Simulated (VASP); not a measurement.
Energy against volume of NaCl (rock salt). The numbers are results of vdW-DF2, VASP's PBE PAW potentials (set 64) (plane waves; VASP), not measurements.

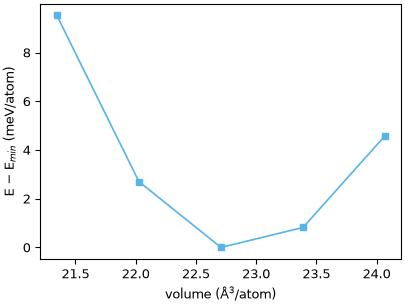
Figure: Energy against volume

**Question.** Estimate the equilibrium volume and the bulk modulus.

**Answer.** The minimum lies near 22.9 Å³/atom, and the curvature gives B0 of about 26 GPa.

The compound is NaCl in the rock salt structure. It was relaxed first.
